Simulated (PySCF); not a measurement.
System: NaP (charge −1, quartet).

```csv
atom,x (Å),y (Å),z (Å)
Na,0.0000,0.0000,-1.6198
P,0.0000,0.0000,1.2022
```

These are results of PySCF 2.14.0, PBE0/aug-cc-pVDZ-DK/X2C, spin-free X2C-1e, Gaussian nucleus, at a bond length of 2.822 Å, not measurements.

Predict the electron density, electron localisation function and spin density between the atoms.

Answer. Na–P (2.82 Å): ρ is about 0.2 e/Å³ halfway; the ELF peaks at about 0.95 in the valence shell of P, 1.1 Å from its nucleus, and is about 0.80 at the midpoint.
The unpaired spin (3 electrons) lies mostly on P2 (about 2.2) and Na1 (about 0.8), in electrons by Hirshfeld's partition.

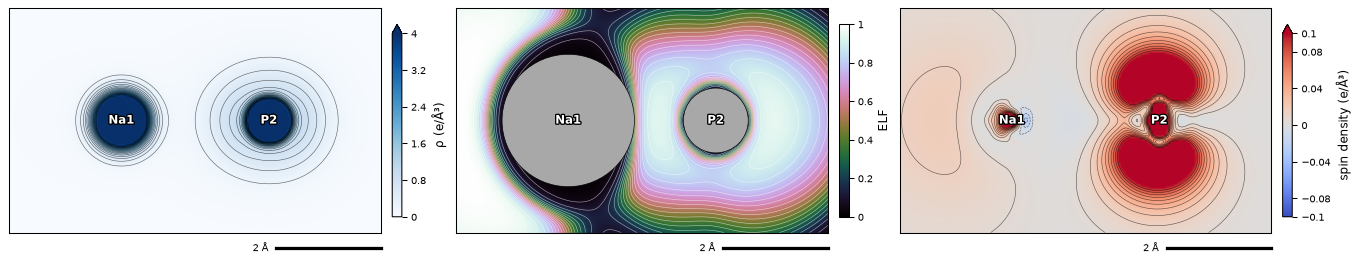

Computed electron density, electron localisation function and spin density on a plane that holds the molecular axis, in this order. Grey discs cover the atomic cores in the ELF map. 
